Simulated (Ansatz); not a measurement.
# Mg(0001) with 2 thermally displaced layers, 2x2: scattering by thermal displacements

How much do lattice vibrations at 300 K scatter the electrons of Mg? Layers with random displacements are laid between perfect leads, and the resistance is followed against their length.

Program: Ansatz 0.2.0. Level of theory: Ansatz plane-wave DFT, PBE, PAW files; ballistic transport by layer matching (Landauer), zero bias; PAW set soft_1. Results are calculated unless marked as measured.

### 1. Set-up

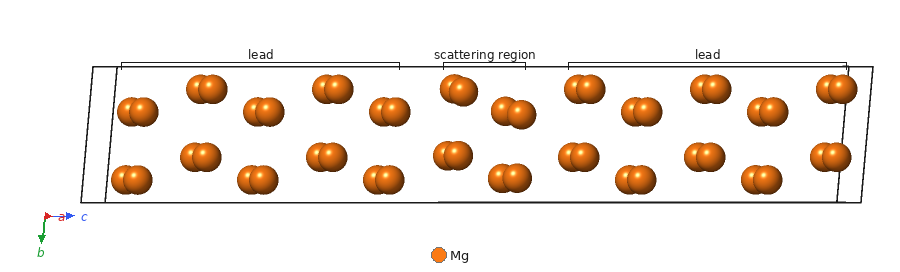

Start, viewed from the side, with the c axis across the page; magnesium orange.

The cell holds 48 atoms: 48 Mg. Its edges and angles: a = 6.419 Å, b = 6.419 Å, c = 31.262 Å, α = 90.0°, β = 90.0°, γ = 120.0°. It derives from Mg. Regions: lead, 40 atoms (40 Mg); scattering region, 8 atoms (8 Mg). The structure is stacked along c, and the current runs across the ab planes.

### 2. With 2 displaced layers

Each atom of 2 layers is moved at random, by amounts drawn from a normal law 0.1085 Å wide in each direction from the Debye model (400 K) at 300 K. The layers about the cell's end stay perfect and serve as the lead. Disorder leaves little or no symmetry, which makes such runs dear. Energies from -0.05 to 0.05 eV in steps of 0.05 eV are too few for the program's thermal sum, so it prints no conductance; for a metal the transmission near the Fermi level serves, at a fraction of the cost.

input.yaml

```yaml
crystal:
  lattice:
    - [6.41854, 0.0, 0.0]
    - [-3.20927, 5.5586186952, 0.0]
    - [0.0, 0.0, 31.26198]
  atoms:
    - { symbol: Mg, position: [0.1666666667, 0.3333333333, 0.0416666667] }
    - { symbol: Mg, position: [0.1666666667, 0.8333333333, 0.0416666667] }
    - { symbol: Mg, position: [0.6666666667, 0.3333333333, 0.0416666667] }
    - { symbol: Mg, position: [0.6666666667, 0.8333333333, 0.0416666667] }
    - { symbol: Mg, position: [0.3333333333, 0.1666666667, 0.125] }
    - { symbol: Mg, position: [0.3333333333, 0.6666666667, 0.125] }
    - { symbol: Mg, position: [0.8333333333, 0.1666666667, 0.125] }
    - { symbol: Mg, position: [0.8333333333, 0.6666666667, 0.125] }
    - { symbol: Mg, position: [0.1666666667, 0.3333333333, 0.2083333333] }
    - { symbol: Mg, position: [0.1666666667, 0.8333333333, 0.2083333333] }
    - { symbol: Mg, position: [0.6666666667, 0.3333333333, 0.2083333333] }
    - { symbol: Mg, position: [0.6666666667, 0.8333333333, 0.2083333333] }
    - { symbol: Mg, position: [0.3333333333, 0.1666666667, 0.2916666667] }
    - { symbol: Mg, position: [0.3333333333, 0.6666666667, 0.2916666667] }
    - { symbol: Mg, position: [0.8333333333, 0.1666666667, 0.2916666667] }
    - { symbol: Mg, position: [0.8333333333, 0.6666666667, 0.2916666667] }
    - { symbol: Mg, position: [0.1666666667, 0.3333333333, 0.375] }
    - { symbol: Mg, position: [0.1666666667, 0.8333333333, 0.375] }
    - { symbol: Mg, position: [0.6666666667, 0.3333333333, 0.375] }
    - { symbol: Mg, position: [0.6666666667, 0.8333333333, 0.375] }
    - { symbol: Mg, position: [0.3341693725, 0.1640881758, 0.4605559464] }
    - { symbol: Mg, position: [0.3298787801, 0.6562111957, 0.4595882638] }
    - { symbol: Mg, position: [0.8646183449, 0.1851522812, 0.4558909913] }
    - { symbol: Mg, position: [0.805860547, 0.6545012744, 0.4584767568] }
    - { symbol: Mg, position: [0.1252301942, 0.3290628448, 0.5373426816] }
    - { symbol: Mg, position: [0.1489771995, 0.8227102059, 0.540568934] }
    - { symbol: Mg, position: [0.6837988326, 0.3536816468, 0.5412205818] }
    - { symbol: Mg, position: [0.6832729171, 0.8203497207, 0.5428865968] }
    - { symbol: Mg, position: [0.3333333333, 0.1666666667, 0.625] }
    - { symbol: Mg, position: [0.3333333333, 0.6666666667, 0.625] }
    - { symbol: Mg, position: [0.8333333333, 0.1666666667, 0.625] }
    - { symbol: Mg, position: [0.8333333333, 0.6666666667, 0.625] }
    - { symbol: Mg, position: [0.1666666667, 0.3333333333, 0.7083333333] }
    - { symbol: Mg, position: [0.1666666667, 0.8333333333, 0.7083333333] }
    - { symbol: Mg, position: [0.6666666667, 0.3333333333, 0.7083333333] }
    - { symbol: Mg, position: [0.6666666667, 0.8333333333, 0.7083333333] }
    - { symbol: Mg, position: [0.3333333333, 0.1666666667, 0.7916666667] }
    - { symbol: Mg, position: [0.3333333333, 0.6666666667, 0.7916666667] }
    - { symbol: Mg, position: [0.8333333333, 0.1666666667, 0.7916666667] }
    - { symbol: Mg, position: [0.8333333333, 0.6666666667, 0.7916666667] }
    - { symbol: Mg, position: [0.1666666667, 0.3333333333, 0.875] }
    - { symbol: Mg, position: [0.1666666667, 0.8333333333, 0.875] }
    - { symbol: Mg, position: [0.6666666667, 0.3333333333, 0.875] }
    - { symbol: Mg, position: [0.6666666667, 0.8333333333, 0.875] }
    - { symbol: Mg, position: [0.3333333333, 0.1666666667, 0.9583333333] }
    - { symbol: Mg, position: [0.3333333333, 0.6666666667, 0.9583333333] }
    - { symbol: Mg, position: [0.8333333333, 0.1666666667, 0.9583333333] }
    - { symbol: Mg, position: [0.8333333333, 0.6666666667, 0.9583333333] }
kpoints:
  mp_grid: { grid: [4, 4, 1] }
hamiltonian:
  xc: pbe
  pseudopotentials: { kind: paw, azcp: { folder: soft_1 } }
scf:
  occupations: { method: fermi_dirac, width: 0.1 }
output:
  transmission: { leads: [[0, 8]], kmesh: [8, 8], e_range: [-0.05, 0.05], de: 0.05 }
  write_potential: true
  write_density: true
  volumetric_format: npy
  elf: true
```

Started as:

```sh
$ ansatz run input.yaml --threads 4 --pin off --max-ram 15360MiB --backend cpu --events-out ev --progress --plain --runs-dir out
```

Numbers of over 12 decimals in the logs are rounded to 6 here.

Log:

```text
Engine: ansatz 0.2.0, x86_64-unknown-linux-gnu
Pseudopotentials: kind: paw
Pseudopotential: Mg, paw, valence charge 10, recommended cutoff 420 eV (normal), soft_1/Mg.paw.azcp
Functional definition: PBE
  parameter kappa = 0.804
  parameter beta = 0.066725
  exchange = pbe_x(kappa = kappa, mu = beta*pi^2/3)
  correlation = pbe_c(beta = beta)
Crystal: 48 atoms, lattice volume = 1115.372 Å³
Basis set: ecut = 420 eV, 21885 PW (Γ)
Bands: 288, of which v1, the nominal top of the filled ones, is band 240 counted from 1 (239 counted from 0)
Symmetry: 1 space group operations
Space group: P1 (ITA 1), of the structure as read, at distance tolerance 1.0e-4 Å
k-points: 10 of 16 (time reversal used)
Non-local potential: Mg, projectors of the file, l = 0: 3, l = 1: 2, l = 2: 1
PAW form: soft (Blöchl's): semilocal exchange-correlation on the pseudo side does not see the compensation charge
PAW one-centre angular grid: Mg, 110 points (default); XC on 64 Gauss nodes
Initial density: superposition of atomic densities (chi_scale 0.1, normalization cell)
Initial wavefunctions: pseudopotential atomic-orbital guess
Functional: x = pbe(κ = 0.804, μ = 0.219515), c = pbe(β = 0.066725)
SCF iter   1: F=—  HF=-92343.376811 eV  |F-HF|=—  |Δ(HF+E_count)|=         —  Δρ=1.32e-2  dr2=2.74e0  ethr=3.10e-3  ⟨swp⟩=10.5  Hψ=13317  notcnv=0  defer=5
preconditioner: auto → Kerker (q_TF=auto, 2.371 Å⁻¹)  [metal: Δε(μ)=0.104 eV  Ē_g=4.831 eV  σ=0.100 eV  W_gap=0.25  n_scr=268 (ndim 8)  ℏωp=10.9 eV  f_vac=0.000  D(μ)=14.09/eV (n_scr^D=68)]
SCF iter   2: F=—  HF=-92343.343169 eV  |F-HF|=—  |Δ(HF+E_count)|=   3.36e-2  Δρ=9.53e-3  dr2=1.44e0  ethr=5.71e-4  ⟨swp⟩=1.6  Hψ=3331  notcnv=0  defer=11
SCF iter   3: F=—  HF=-92343.074108 eV  |F-HF|=—  |Δ(HF+E_count)|=   2.69e-1  Δρ=1.77e-3  dr2=3.62e-2  ethr=3.01e-4  ⟨swp⟩=2.0  Hψ=3111  notcnv=0  defer=11
SCF iter   4: F=—  HF=-92343.072062 eV  |F-HF|=—  |Δ(HF+E_count)|=   2.05e-3  Δρ=1.58e-4  dr2=4.78e-4  ethr=7.54e-6  ⟨swp⟩=2.5  Hψ=4664  notcnv=0  defer=11
SCF iter   5: F=—  HF=-92343.071866 eV  |F-HF|=—  |Δ(HF+E_count)|=   1.96e-4  Δρ=6.00e-5  dr2=8.42e-5  ethr=9.95e-8  ⟨swp⟩=2.0  Hψ=5206  notcnv=0  defer=11
SCF iter   6: F=—  HF=-92343.071957 eV  |F-HF|=—  |Δ(HF+E_count)|=   9.04e-5  Δρ=2.11e-5  dr2=1.39e-5  ethr=1.75e-8  ⟨swp⟩=1.2  Hψ=2851  notcnv=0  defer=46
SCF iter   7: F=—  HF=-92343.071956 eV  |F-HF|=—  |Δ(HF+E_count)|=   9.46e-7  Δρ=3.34e-6  dr2=1.85e-7  ethr=2.89e-9  ⟨swp⟩=2.0  Hψ=3222  notcnv=0  defer=46
SCF iter   8: F=-92343.071956 eV  HF=-92343.071956 eV  |F-HF|=1.04e-8  |Δ(HF+E_count)|=   5.28e-8  Δρ=6.38e-7  dr2=1.40e-8  ethr=2.08e-11  ⟨swp⟩=9.9  Hψ=9121  notcnv=0
SCF 1 converged in 8 iterations: F = -92343.071956 eV  dr2 = 1.40e-8
  greatest PAW one-centre occupation: 1.000 electrons in one spin orbital (limit 2), on the Mg atom at site 24 (counted from 0), in its partial waves of l = 0
transmission: 161 of 1598 steps passed
transmission: 320 of 1598 steps passed
[...]
transmission: 1598 of 1598 steps passed
SCF converged after 8 iterations
Free energy (F): -92343.071956 eV
Harris-Foulkes:  -92343.071956 eV  (|F-HF|=1.04e-8)
Internal energy: -92342.599911 eV  (E = F + TS)
E sigma→0 (E₀):  -92342.835933 eV
Entropy (-TS):   -0.472045 eV (-9.834 meV/atom)
Fermi energy:    5.545532 eV
--- Per-component energies (eV) ---
  E_band       = -17229.899823
  E_kinetic    = 3314.661084
  E_local      = -82573.547932  (includes V_loc(G=0)·N_el)
  E_nonlocal   = 9384.222246
  E_hartree    = 28184.778042
  E_xc         = -1242.153008
  E_vxc        = -1602.100175  (∫ρ·V_xc dr)
  E_paw        = -14466.129882  (= ΣΔE_a)
  E_vpaw       = -2122.684422  (= ΣTr[D̂ρ^β])
  E_aug_tail   = -0.007057  (compensation charges beyond the density's cutoff)
  E_ewald      = -34944.423404
  E_smearing   = -0.472045  (= −TS)
  E_closure    = -0.000000  (closes the sum)
  Σ components = -92343.071956   (vs F -92343.071956, Δ=0.00e0)
--- Band table (eV; the first three rows and the last of 10) ---
  k-point 0: bands = [... 236 lower, 4.4203, 4.4246, 4.4364, 4.4412, 4.4568, 5.0440, 5.0511, 5.0615, ... 44 higher]
  k-point 1: bands = [... 236 lower, 4.9238, 4.9412, 4.9554, 4.9714, 5.5737, 5.5971, 5.6049, 5.6115, ... 44 higher]
  k-point 2: bands = [... 236 lower, 5.7195, 5.7256, 5.7546, 5.7636, 6.4862, 6.5249, 6.7689, 6.8192, ... 44 higher]
  k-point 9: bands = [... 236 lower, 5.7257, 5.7370, 5.7530, 5.7552, 6.4916, 6.5167, 6.7753, 6.8136, ... 44 higher]
--- Transmission ---
  basis      : 313 plane waves across, 47 finite elements along
  points     : 34, standing for a mesh of 8 x 8
  energies   : 3 from -0.050000 to 0.050000 eV about the Fermi level, 0.050000 eV apart; the leads are filled to 0.000000 eV, and channels, transmission and decay are at 0.000000 eV
  crystal 0  : Mg8, at the sites [0, 8], period 5.2103 Å, over 26.05 Å; its Hamiltonian steps by up to 5.8 meV
    offset         : up to 0.0000 Å between an atom of the period and one for which it stands
    channels       : 3.765625e0 a spin
    conductance    : none, the energies end too early or step too widely for 300 K: set another output.transmission.e_range or a lower de, or, where they end at an eighth of basis.ecutwfc, a higher one
  junction   : crystal 0 to crystal 0, 0.70 to 26.75 Å
    transmission   : 3.693998e0 a spin
    conductance    : none, the energies end too early or step too widely for 300 K: set another output.transmission.e_range or a lower de, or, where they end at an eighth of basis.ecutwfc, a higher one
```

Wall time 7.6 min (4 threads of AMD EPYC 7R13 (Zen 3), shared host); peak memory 6.1 GiB; 27 min of CPU time.

Numbers from this step:

```
free energy                                    : -92343.0720 eV
energy at zero smearing                        : -92342.8359 eV
Fermi energy                                   : 5.546 eV
cell area                                      : 35.68 Å²
transmission per spin nearest the Fermi level  : 3.694
open channels per spin nearest the Fermi level : 3.766
step of the lead's potential                   : 5.8 meV
```

Per spin. Table of transmission, zone mean by energy, zero at the Fermi level:

| energy (eV) | transmission, zone mean |
| --- | --- |
| -0.0500 | 3.69 |
| 0.0000 | 3.69 |
| 0.0500 | 3.55 |

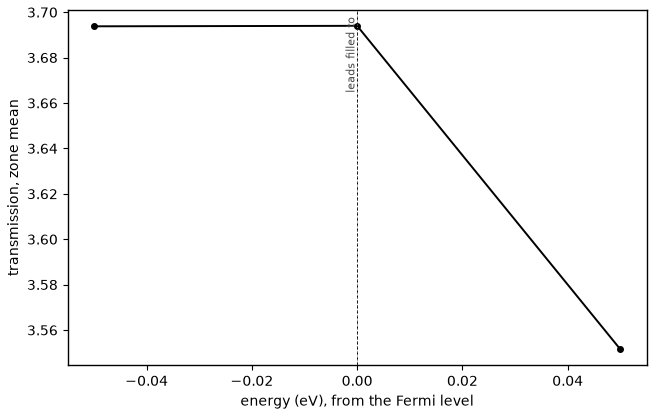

Transmission, zone mean against energy.

Per spin. The open channels, zone mean, lead by energy, zero at the Fermi level:

| energy (eV) | open channels, zone mean, lead |
| --- | --- |
| -0.0500 | 3.77 |
| 0.0000 | 3.77 |
| 0.0500 | 3.67 |

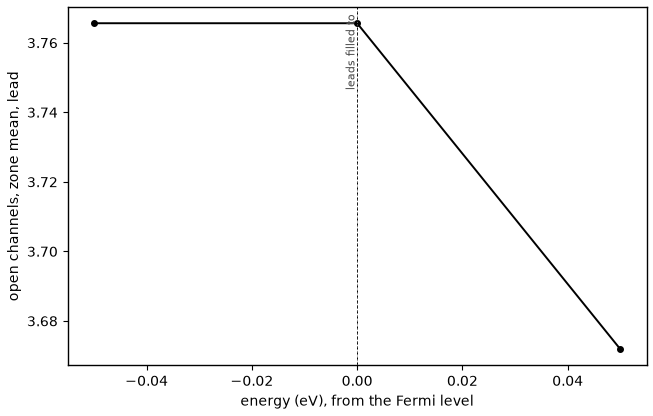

Open channels, zone mean, lead, plotted against energy.

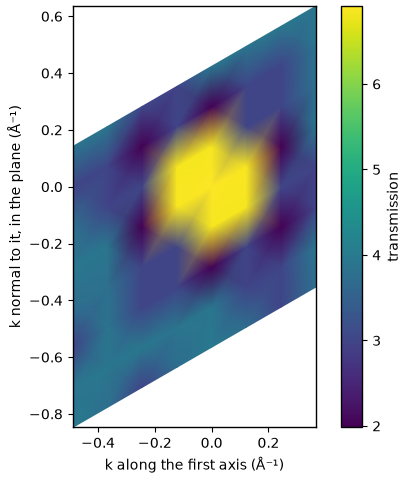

Transmission over k1 and k2. At 0.0000 eV from the Fermi level.

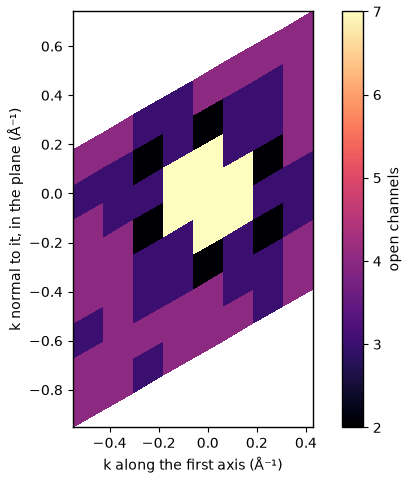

Open channels over k1 and k2. At 0.0000 eV from the Fermi level.

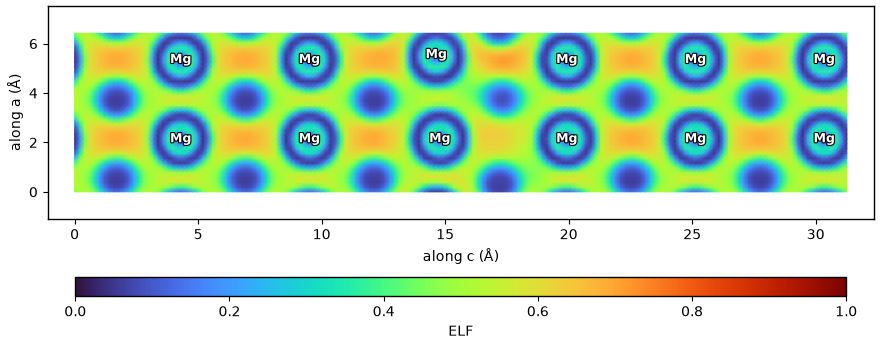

ELF in the ca plane at fractional y = 0.164, with atoms of Mg within 0.2 Å of it. It is the smooth field of the valence electrons, not physical close to the nuclei.

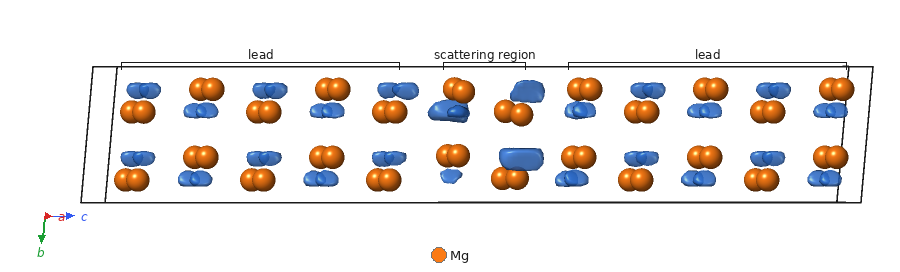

Surface of ELF = 0.67.

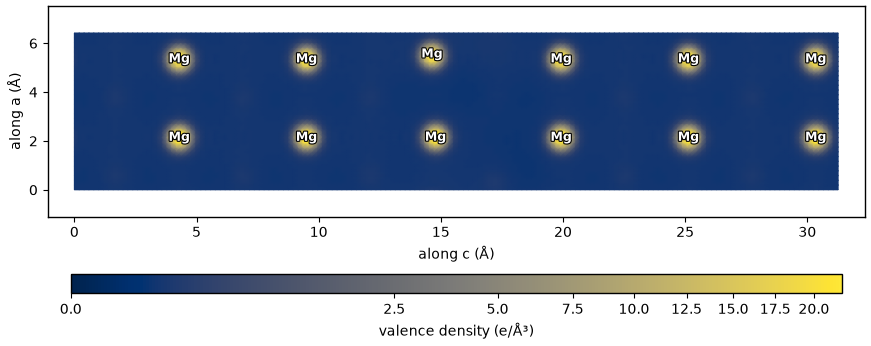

Valence density in the ca plane at fractional y = 0.164, with atoms of Mg within 0.2 Å of it. It is the smooth field of the valence electrons, not physical close to the nuclei. The colour scale is stretched toward low values.

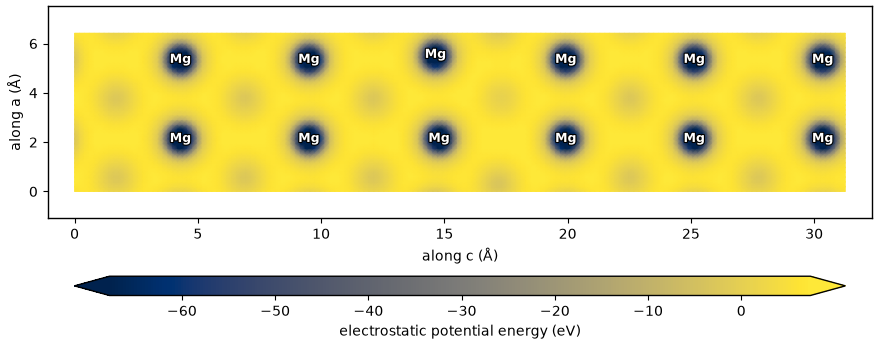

Electrostatic potential energy in the ca plane at fractional y = 0.164, with atoms of Mg within 0.2 Å of it. With pseudopotentials it is smooth inside the atoms' cores, unlike the true potential.

Over the solved energies the transmission per spin lies between 3.55 and 3.69, out of 3.73 channels of the lead on average (up to 3.77).

(Continued in part 2 of 2.)

[Logs are printed without paths, hosts, clocks, repeated set-up lines and the standing remarks that a program may print on its own settings, such as how far it seeks lower states.]

[Hosts, paths, dates, database ids (printed as entryN), source tags and the programs' standing remarks are cut or masked in the printed files.]
